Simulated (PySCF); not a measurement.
# C3H4Cl, doublet, SMILES `C/C=[C]/Cl`: electronic structure

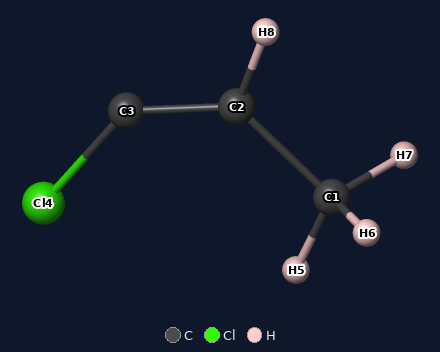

The molecule, with its atoms numbered as below. No frequency check shows the geometry to be a minimum.

Cartesian coordinates (Å):

```
C1       1.8987   -0.6190   -0.0013
C2       1.1197    0.6768    0.0006
C3      -0.1758    0.8000    0.0004
Cl4     -1.4747   -0.2310   -0.0003
H5       1.2255   -1.4715    0.0083
H6       2.5333   -0.6626    0.8821
H7       2.5330   -0.6605   -0.8850
H8       1.7232    1.5743    0.0010
```

## 1. Bonding charge

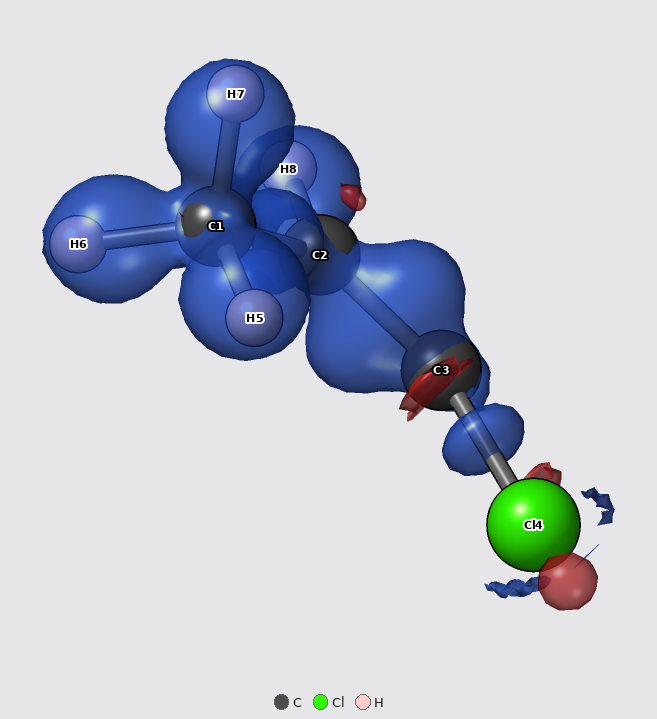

Deformation density (molecule less spherical, spin-averaged free atoms at the same positions), surfaces at ±0.14 e/Å³; blue: gain, red: loss.

Level of theory: B3LYP/cc-pVTZ (PySCF), at a geometry from GFN2-xTB. The stability of the open-shell solution wasn't checked. GFN2-xTB doesn't know the spin state, so this open-shell geometry is rough.

> Describe the bonding that the map shows.

C2–C3: +0.79 e/Å³ at the bond critical point (bond length 1.30 Å, Mayer order 1.9). C2–H8: +0.78 e/Å³ at the bond critical point (bond length 1.08 Å, Mayer order 0.9). C1–H5: +0.77 e/Å³ at the bond critical point (bond length 1.09 Å, Mayer order 1.0). C1–H7 and C1–H6: +0.75 e/Å³ at the bond critical point (bond length 1.09 Å, Mayer order 1.0). C1–C2: +0.48 e/Å³ at the bond critical point (bond length 1.51 Å, Mayer order 0.9). C3–Cl4: +0.29 e/Å³ at the bond critical point (bond length 1.66 Å, Mayer order 1.2). In all, 1.7 electrons gather in the regions of gain relative to the promolecule.

> Where do the Hirshfeld charges lie?

The highest Hirshfeld charge is on H8 (+0.05 e), the lowest on C1 (−0.10 e).

## 2. Bond critical points

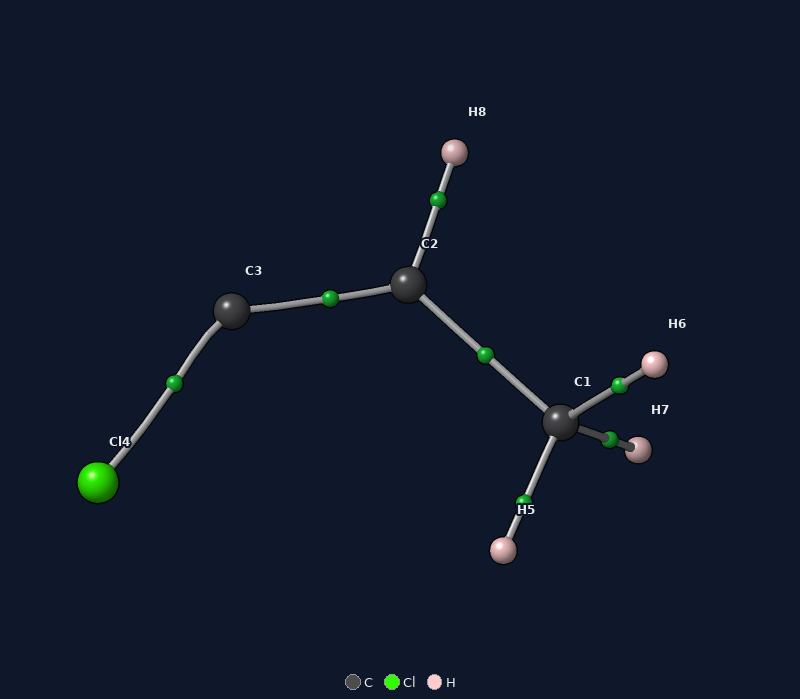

Molecular graph of the electron density (QTAIM): bond paths, bond critical points (green), ring points (magenta, if any); weak paths are dashed.

> How many critical points of each kind are there, and does the count close?

8 nuclei, 7 bond, 0 ring and 0 cage critical points: 8 − 7 + 0 − 0 = 1, as the Poincaré–Hopf relation requires.

> Tabulate density, Laplacian, ellipticity and energy density at the bond critical points (atomic units).

```csv
bond,length (Å),ρ (a.u.),∇²ρ (a.u.),ε,H (a.u.)
C2–C3,1.301,0.370,−1.30,0.38,−0.516
C2–H8,1.082,0.291,−1.15,0.02,−0.331
C1–H5,1.086,0.289,−1.13,0.01,−0.327
C1–H7 (2 alike),1.089,0.286,−1.11,0.01,−0.322
C1–C2,1.512,0.249,−0.63,0.04,−0.221
C3–Cl4,1.658,0.234,−0.44,0.00,−0.206
```

> What kind of interaction is C2–C3?

Shared-shell (covalent): ρ = 0.370, ∇²ρ = −1.30, H = −0.516 a.u. Its ellipticity of 0.38 shows that the density isn't cylindrical about the bond.

## 3. Electrostatic potential

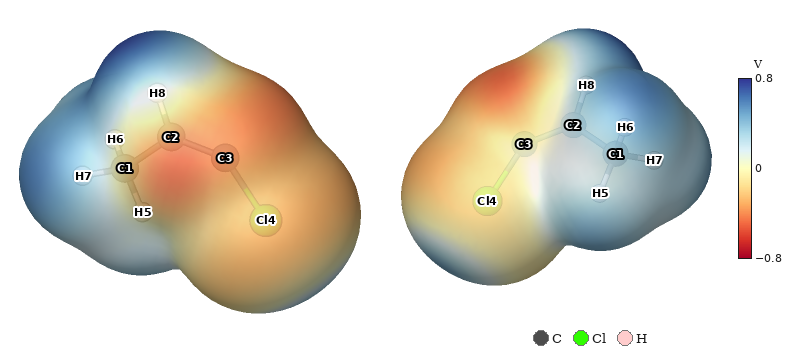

Electrostatic potential on the surface of electron density 0.001 a.u. (back view left, front view right).

> Where are the extremes of the potential on the surface?

Highest: 0.73 V, 1.3 Å from H8. Further maxima include 0.61 V, 1.4 Å from H7, and at like points elsewhere; 0.49 V, 1.4 Å from H5. Lowest: −0.48 V, 2.1 Å from C3, and at like points elsewhere. Further minima include −0.31 V, 2.1 Å from Cl4, and at like points elsewhere. The surface is sampled at points, so like sites can differ by a few per cent and only the strongest of them is named.

> Does Cl4 carry a σ-hole?

Yes: a local maximum of +0.47 V lies on the extension of the C3–Cl4 bond.

## 4. Spin density

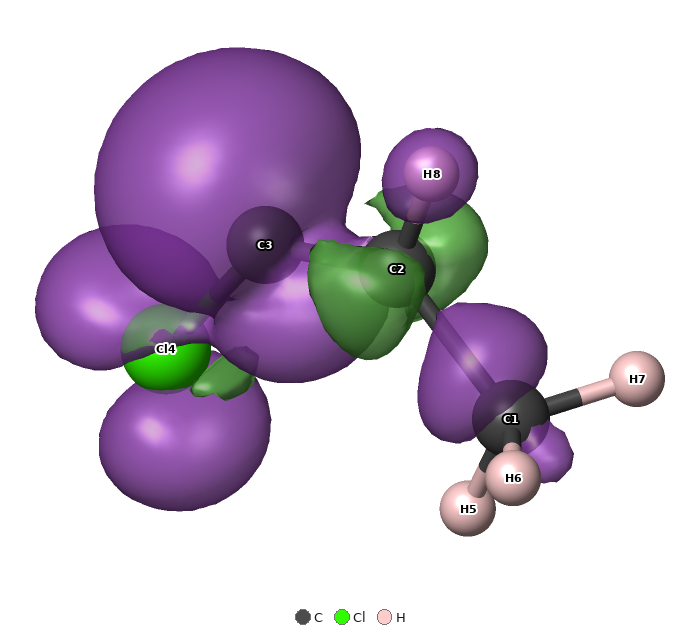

Spin density ρα − ρβ at ±0.02 e/Å³ (purple: excess α, green: excess β).

> Give the atomic spin populations that go with this picture.

Hirshfeld spin populations: C3 +0.71, Cl4 +0.20 and C1 +0.04. ⟨S²⟩ = 0.76, against 0.75 for a pure state. The picture also shows regions of β spin from spin polarisation; the Hirshfeld sums, whose atoms overlap, net them against the α spin of neighbours.

## 5. In an electric field

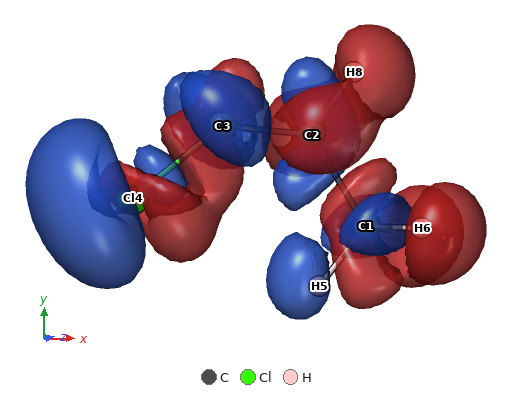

Change of the electron density in a uniform field of 0.26 V/Å, surfaces at ±0.002 e/Å³ (red: gain, blue: loss).

Method: HF/def2-SVPD; geometry: GFN2-xTB; program: PySCF. The stability of the open-shell solution wasn't checked. GFN2-xTB doesn't know the spin state, so this open-shell geometry is rough.

The field was applied in both directions; the picture shows the one opposite to the script's first.

> Along which Cartesian direction does the field point?

Along −x: electrons gather on the +x side, against the field.

> What dipole is induced, and what polarisability does it imply?

The induced dipole is 0.81 D (along the field); α along this axis, from the fields in both directions, is 64 bohr³ (9.4 Å³).

## 6. Removing or adding an electron

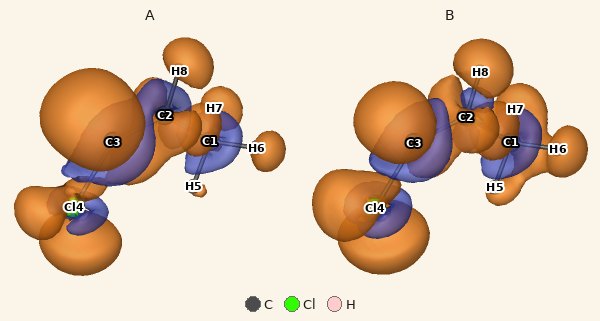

The two Fukui functions at ±0.02 e/Å³ (orange positive, blue negative).

Level of theory: BP86/def2-TZVP (PySCF), at a geometry from GFN2-xTB. GFN2-xTB doesn't know the spin state, so this open-shell geometry is rough.

> Which panel is f⁻ (electron removed) and which f⁺ (electron added)?

A is f⁺, B is f⁻. f⁻ (Hirshfeld-condensed) is largest on Cl4 (0.34) and C3 (0.25); the vertical ionisation energy is 8.81 eV (to the singlet cation, which needn't be its lowest state). f⁺ (Hirshfeld-condensed) is largest on C3 (0.34) and Cl4 (0.27); the vertical electron affinity is 0.45 eV (to the singlet anion, which needn't be its lowest state; the anion's highest orbital has positive energy, so this value and f⁺ depend on the basis).
